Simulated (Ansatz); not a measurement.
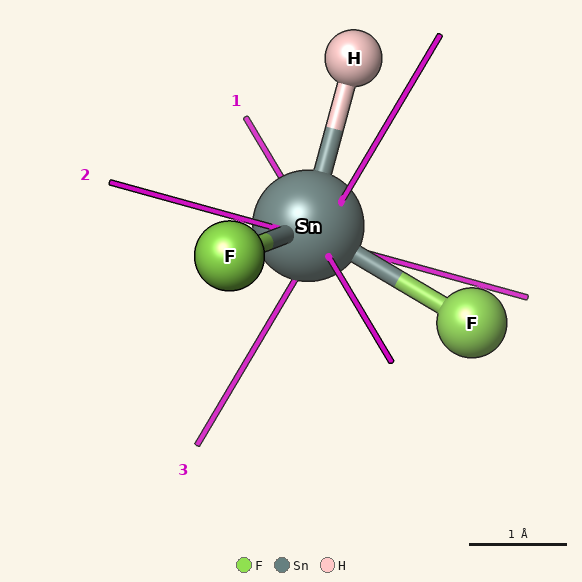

The three principal axes of inertia are drawn and numbered. Depth is shown by fading: the farther an atom, the more it takes the colour of the background. State: neutral, doublet. The geometry was computed by an optimisation with PBE-D4/def2-SVP. No frequency run is at hand to confirm it as a minimum. Masses are those of the most abundant isotopes; constants are for the rigid equilibrium geometry.

Which line is the a axis (least moment of inertia), which b and which c?

Answer. a is line 2, b is line 1, c is line 3; the moments are 47.7, 91.7, 134 u Å².

Classify the rotor and give the rotational constants (cm⁻¹).

Answer. An asymmetric top (Cs): A = 0.354, B = 0.184, C = 0.126 cm⁻¹. Ray's parameter κ is −0.49, nearer the prolate limit.
